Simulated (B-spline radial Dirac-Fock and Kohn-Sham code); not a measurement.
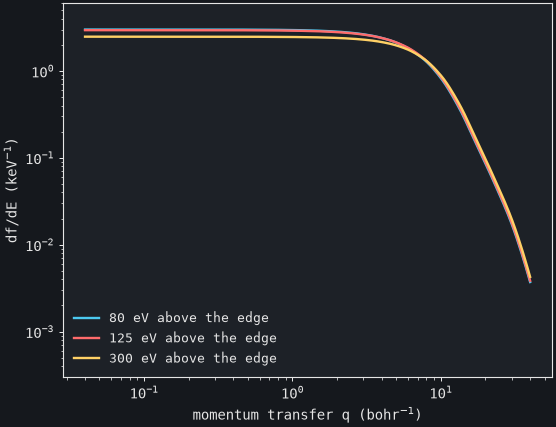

The generalised oscillator strength of one subshell against momentum transfer, at the energies in the key. The figure is for the iridium atom, M4 (3d3/2) edge at 2116.0 eV. Method: first Born approximation, a Dirac–Hartree–Slater potential with a Latter tail, continuum alone (no white lines) (computed with a B-spline radial atomic code).

Q: What is the optical limit 300 eV above the edge?

A: 2.48 keV⁻¹.
